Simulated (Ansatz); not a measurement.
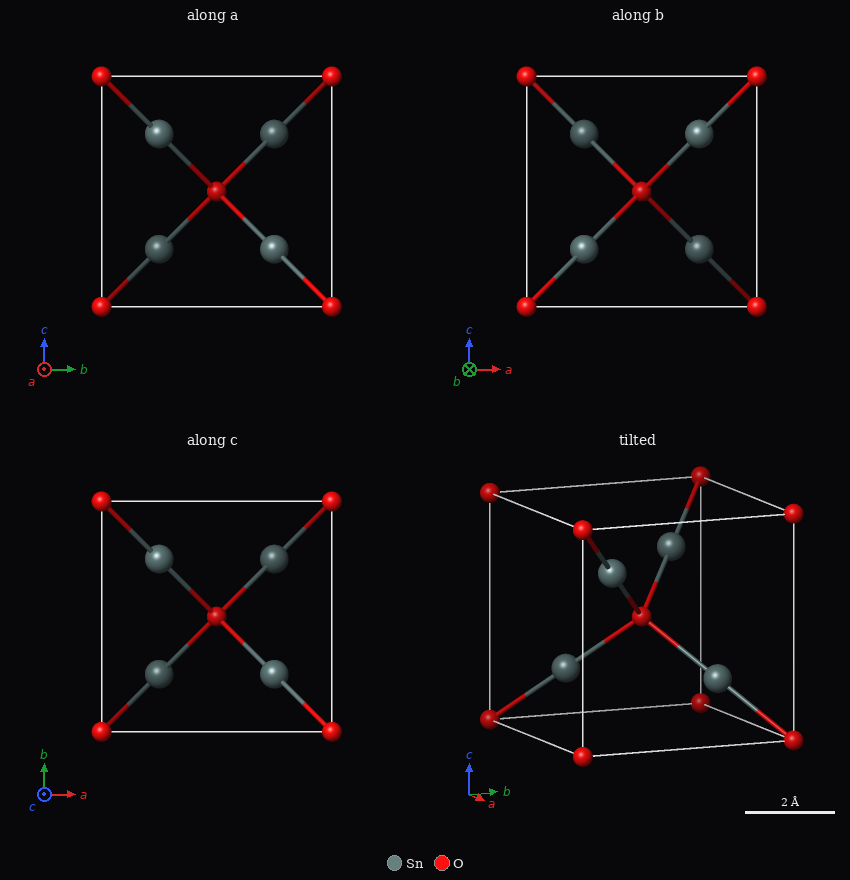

The image is a ball-and-stick drawing of a crystal, viewed along the a axis, along the b axis, along the c axis and slightly off an axis. The frame is the conventional unit cell; atoms at its boundary are shown with their periodic copies.

Lattice parameters: a = 5.205 Å, b = 5.205 Å, c = 5.205 Å, α = 90.00°, β = 90.00°, γ = 90.00°.

Put the structure into a table of Wyckoff sites.

Answer. Space group Pn-3m:1 (No. 224).
| atom | site | x | y | z |
| --- | --- | --- | --- | --- |
| Sn | 4b | 0.2500 | 0.2500 | 0.2500 |
| O | 2a | 0.0000 | 0.0000 | 0.0000 |

Provenance: a structure type filled with these elements by a generator (whether the compound takes this form wasn't checked). Earlier steps of the study, as a rule a relaxation of our own, may have changed the cell and positions, so they can lie some per cent off the listed ones. An electronic-structure calculation with Ansatz was run on it.
